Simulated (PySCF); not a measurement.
**BSF: stationary points from several starts**

Which structure of BSF lies lowest? The starts are linear and bent; the spin state tried: singlet. Each end point is tested by its vibrations.

Computed with PySCF 2.14.0. Level: PBE0, basis B def2-TZVP, S def2-TZVP, F def2-TZVP, no relativity, density fitting.

### Step 1. Where the work starts

3 atoms, charge 0, spin multiplicity 1.

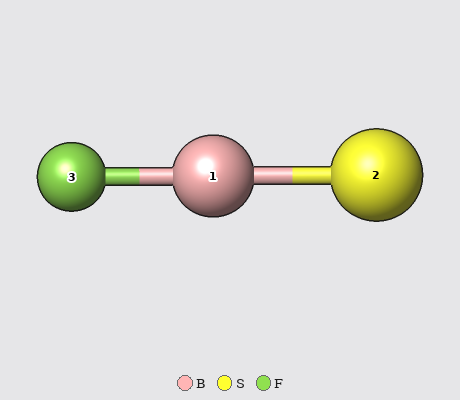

As it starts; boron pink, sulfur yellow, fluorine green; atoms are numbered from 1 in the order of the file.

Coordinates in bohr (charge 0 multiplicity 1):
```
B     0.0000    0.0000    0.8136
S     0.0000    0.0000   -2.4367
F     0.0000    0.0000    3.6293
```

### Step 2. Relaxation: linear start, singlet

One driver script runs all steps and calls PySCF; scf.py shows how it sets up the SCF of each step. The optimiser is the driver's own. Before each start the driver seeks the lowest SCF state from one or more starting densities and follows internal instabilities, so scf.py alone need not reach the same state.

The program finds C∞v symmetry in the start, which this walk keeps. Threshold on the gradient: 0.0003 Eh/bohr, with a further test on the energy change.

The input, scf.py:

```python
from pyscf import gto, scf, dft
mol = gto.M(atom='''
B      0.000000     0.000000     0.430533
S      0.000000     0.000000    -1.289467
F      0.000000     0.000000     1.920533''',
    basis={'B': 'def2-TZVP', 'S': 'def2-TZVP', 'F': 'def2-TZVP'},
    charge=0, spin=0)
mf = dft.RKS(mol, xc='PBE0')
mf.grids.atom_grid = (50, 194)
aux = {'B': 'def2-universal-JKFIT', 'S': 'def2-universal-JKFIT', 'F': 'def2-universal-JKFIT'}
mf = mf.density_fit(auxbasis=aux)
mf.kernel()
```

The optimiser's trace:

```csv
step,energy (Eh),change (kJ/mol),largest symmetric gradient (Eh/bohr)
0,-522.711574,0.00,0.12124
1,-522.751041,-103.62,0.00490
2,-522.751040,-103.62,0.00485
3,-522.751055,-103.66,0.00006
```

The walk needed 2.3 s of wall time on 4 threads, shared host.

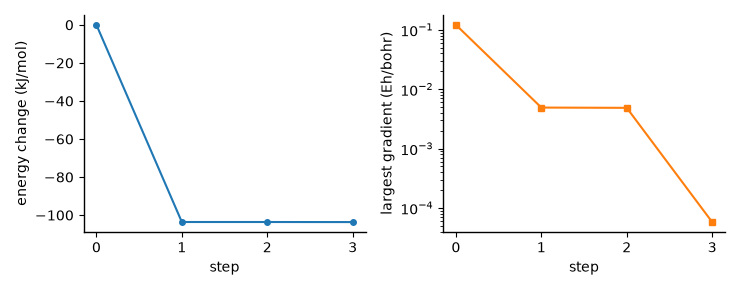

Energy and largest gradient along the walk.

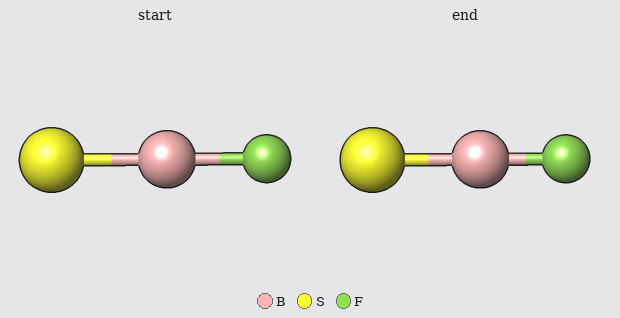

The geometry along the walk, at one scale.

End point (C∞v, 3 steps, 103.7 kJ/mol gained): B–F 1.278 Å, B–S 1.609 Å; F–B–S 180.0°.

### Step 3. Is it a minimum? Harmonic modes

On the finer grid the gradient is checked again; gradients at displacements of ±0.01 bohr then give force constants and infrared intensities.

scf.py, as its differences from that of step 2:

```diff
@@ -3,3 +3,3 @@
-B      0.000000     0.000000     0.430533
-S      0.000000     0.000000    -1.289467
-F      0.000000     0.000000     1.920533''',
+B      0.000000    -0.000000     0.438458
+S     -0.000000     0.000000    -1.170841
+F      0.000000    -0.000000     1.716302''',
@@ -9 +9 @@
-mf.grids.atom_grid = (50, 194)
+mf.grids.atom_grid = (75, 302)
```

This SCF starts from the last density.

Log of the central SCF (cycles and frontier levels):

```text
init E= -522.751076696925
  HOMO = -0.307331455978189  LUMO = -0.0102390475519263  gap/eV = 8.08430
cycle= 1 E= -522.751076696902  delta_E= 2.31e-11  |g|= 9.83e-06  |ddm|= 1.1e-05
  HOMO = -0.307330405941921  LUMO = -0.0102399374837724  gap/eV = 8.08424
Extra cycle  E= -522.751076696827  delta_E= 7.55e-11  |g|= 1.85e-05  |ddm|= 2.05e-05
converged SCF energy = -522.751076696827
```

The whole step took 8.4 s.

Geometry: C∞v; B–F 1.278 Å, B–S 1.609 Å; F–B–S 180.0°.

Harmonic modes (main isotopes):

```csv
symmetry,ω (cm⁻¹),IR (km/mol)
π,421,23.9
σ+,757,0.5
σ+,1694,511
```

Every mode is real; the point is a minimum.

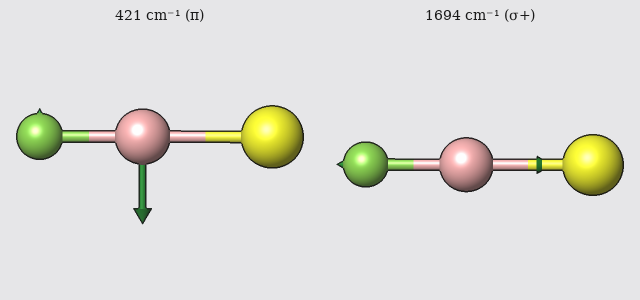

How the atoms move in 2 of the modes.

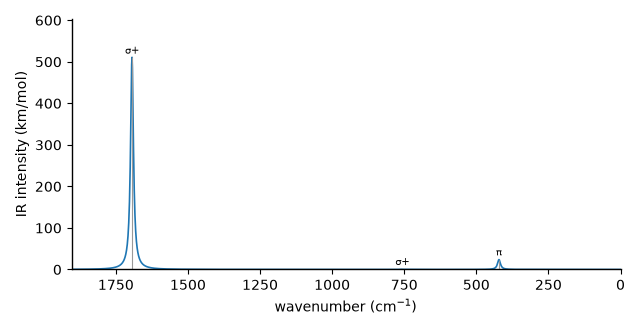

The harmonic infrared spectrum (widths in cm⁻¹). Lines are broadened to a width of 12 cm⁻¹ (Lorentzian).

Properties at this point:

| Quantity | Value |
| --- | --- |
| Dipole moment | 1.18 D |
| Highest occupied level | -8.36 eV |
| Lowest empty level | -0.28 eV |
| Rotational constants | 0.1654 cm⁻¹ |
| Zero-point energy | 19.7 kJ/mol |
| Principal polarisabilities | 23.9, 23.9, 42.5 bohr³ |
| Atomisation energy without zero-point energy | 1268 kJ/mol |
| Principal traceless quadrupole moments about the centre of mass | -0.47, 0.24, 0.24 D Å |
| Entropy at 298.15 K and 1 bar | 236.4 J/(mol K) |
| Heat capacity Cp at 298.15 K | 44.2 J/(mol K) |
| Enthalpy at 298.15 K above 0 K | 10.44 kJ/mol |
| Rotational symmetry number | 1 |

Populations by atom (charges in e):

```json
{"atom": "B1", "Mulliken": "0.32", "Löwdin": "-0.98", "polar tensor": "0.94", "Mayer order to B1": "–"}
{"atom": "S2", "Mulliken": "-0.14", "Löwdin": "0.56", "polar tensor": "-0.42", "Mayer order to B1": "2.41"}
{"atom": "F3", "Mulliken": "-0.18", "Löwdin": "0.41", "polar tensor": "-0.52", "Mayer order to B1": "1.28"}
```

Outer orbital energies (eV). occupied: -36.09, -20.53, -17.22, -14.88, -14.88, -11.36, -8.36, -8.36; empty: -0.28, -0.28, -0.04, 2.86.

Mulliken populations on B1: s 2.73, p 1.71, d 0.20, f 0.04.

### Step 4. Bent start, singlet: relaxation

The program finds Cs symmetry in the start, which this walk keeps. The walk stops when the largest gradient is under 0.0003 Eh/bohr and the energy has settled too.

scf.py, as its differences from that of step 3:

```diff
@@ -3,3 +3,3 @@
-B      0.000000    -0.000000     0.438458
-S     -0.000000     0.000000    -1.170841
-F      0.000000    -0.000000     1.716302''',
+B      0.352662     0.000000    -0.770891
+S     -1.056238     0.000000     0.215709
+F      1.573162     0.000000     0.083709''',
@@ -9 +9 @@
-mf.grids.atom_grid = (75, 302)
+mf.grids.atom_grid = (50, 194)
```

Steps of the walk:

```
step  energy (Eh)  change (kJ/mol)  largest symmetric gradient (Eh/bohr)
   0  -522.640333             0.00                               0.14848
   1  -522.709349          -181.20                               0.08751
   2  -522.739480          -260.31                               0.06494
   3  -522.747444          -281.22                               0.02184
   4  -522.750145          -288.31                               0.01694
   5  -522.750930          -290.37                               0.01013
   6  -522.751066          -290.73                               0.00073
   7  -522.751067          -290.73                               0.00036
   8  -522.751067          -290.73                               0.00021
```

The walk took 5.5 s.

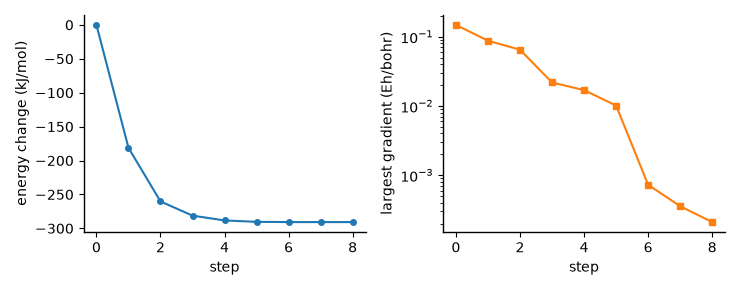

How energy and gradient fall.

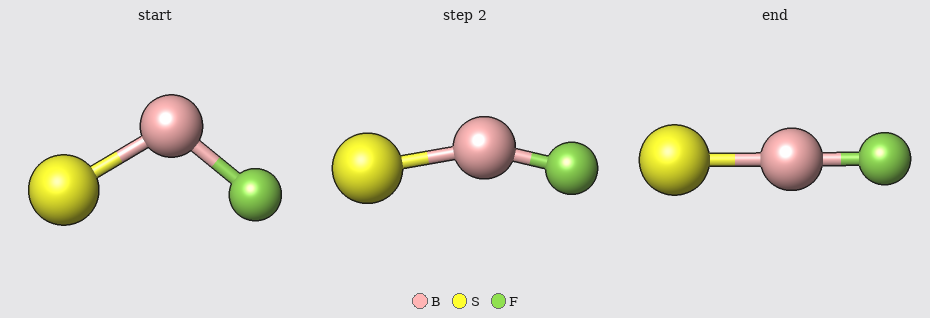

Start and end of the relaxation, with a step between.

After 8 steps and 290.7 kJ/mol it ends at C∞v: B–F 1.278 Å, B–S 1.609 Å; F–B–S 179.9°.

### Step 5. Results

| quantity | value |
| --- | --- |
| lowest minimum | singlet, C∞v |
| geometry | B–F 1.278 Å, B–S 1.609 Å; F–B–S 180.0° |
| wavenumbers (cm⁻¹) | 421 (π), 757 (σ+), 1694 (σ+) |
| dipole moment | 1.18 D |
| highest occupied, lowest empty level | -8.36, -0.28 eV |
| polar-tensor charge of B1 | +0.94 e |
| zero-point energy | 19.7 kJ/mol |
| entropy at 298.15 K | 236.4 J/(mol K) |
| atomisation energy (no zero-point energy) | 1268 kJ/mol |

**Reading.** The lowest minimum found is the singlet of C∞v symmetry. In the infrared the band at 1694 cm⁻¹ (σ+) leads. A search over typed starts can miss a lower isomer.

The search up to here took 17 s.
